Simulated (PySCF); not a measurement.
System: C₄H₉N₃Si (SMILES CCn1nncc1[SiH3]).

```yaml
atoms:
  - { symbol: C, position_ang: [2.0306, -0.5993, 0.3637] }
  - { symbol: C, position_ang: [1.2574, -0.1162, -0.8595] }
  - { symbol: N, position_ang: [0.1884, 0.7672, -0.4882] }
  - { symbol: N, position_ang: [0.3320, 2.0792, -0.6026] }
  - { symbol: N, position_ang: [-0.7321, 2.6530, -0.1771] }
  - { symbol: C, position_ang: [-1.5963, 1.7124, 0.2275] }
  - { symbol: C, position_ang: [-1.0261, 0.4620, 0.0384] }
  - { symbol: Si, position_ang: [-1.7063, -1.2417, 0.3873] }
  - { symbol: H, position_ang: [1.3782, -1.1575, 1.0311] }
  - { symbol: H, position_ang: [2.8471, -1.2445, 0.0517] }
  - { symbol: H, position_ang: [2.4411, 0.2506, 0.9040] }
  - { symbol: H, position_ang: [0.8444, -0.9662, -1.4094] }
  - { symbol: H, position_ang: [1.9169, 0.4552, -1.5172] }
  - { symbol: H, position_ang: [-2.5597, 1.9619, 0.6218] }
  - { symbol: H, position_ang: [-1.1327, -1.7412, 1.6408] }
  - { symbol: H, position_ang: [-3.1573, -1.1263, 0.4907] }
  - { symbol: H, position_ang: [-1.3326, -2.1367, -0.7131] }
```

Geometry: GFN2-xTB.

Level of theory: CAM-B3LYP/def2-SVPD, SCF density, gas phase in PySCF 2.14.0.

What can the converged electron density and electron localisation function tell about the bonding?

N–N (1.28 Å): ρ at the midpoint is about 3 e/Å³; the ELF peaks at about 0.90 between the atoms (a covalent bond).
C–N (1.34 Å): ρ is about 2.5 e/Å³ halfway; the ELF peaks at about 0.90 between the atoms: localised, covalent bonding.
C–C (1.39 Å): the density is about 2.1 e/Å³ at the midpoint; the ELF peaks at about 0.95 between the atoms (localised, covalent bonding).
C–Si (1.87 Å): the density is about 0.96 e/Å³ at the midpoint; the ELF peaks at about 1 between the atoms: a shared electron pair.

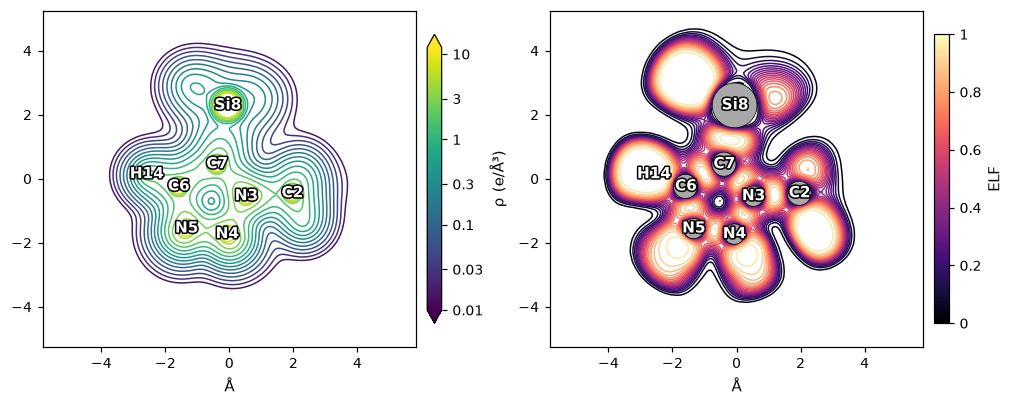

Computed electron density and electron localisation function on the plane of atoms N3, N4 and N5, in this order. Grey discs cover the atomic cores in the ELF map. 
